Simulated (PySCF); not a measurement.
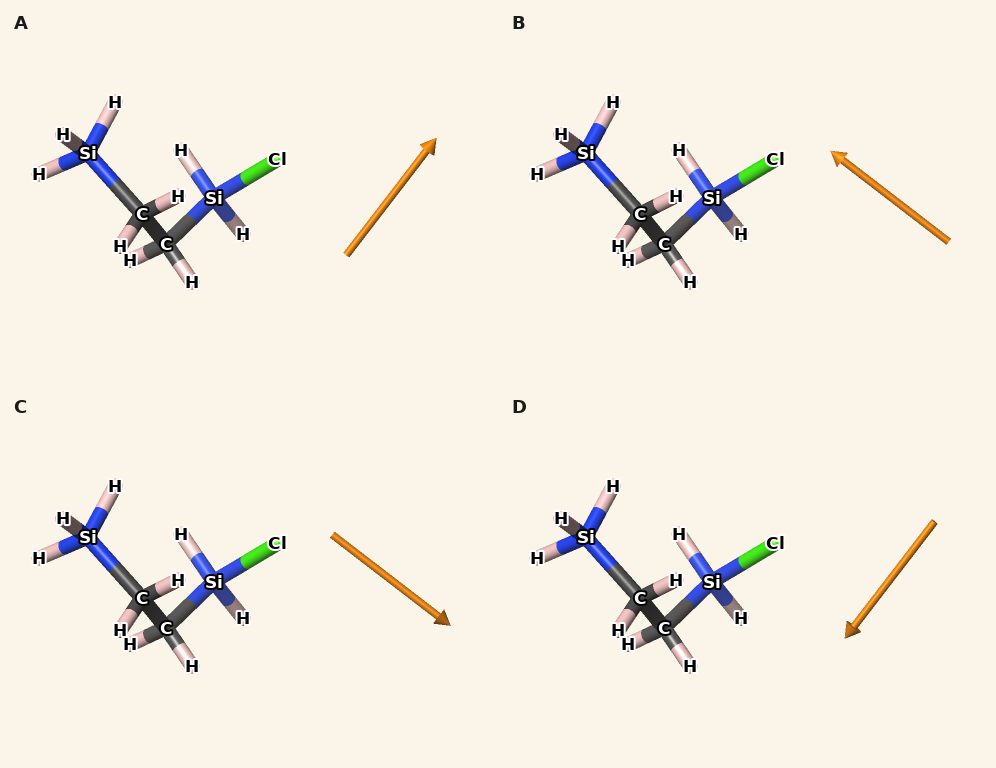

The same molecule four times, each with an arrow. Computed geometry: PBE0-D3(BJ)/def2-SVP optimisation. No frequency run is at hand to confirm it as a minimum. Properties computed with PBE0/pcSseg-1, gas phase (PySCF 2.14.0).

Question: Which arrow points along the dipole moment, from the negative to the positive end?

Answer: D. The dipole moment is 2.03 D.
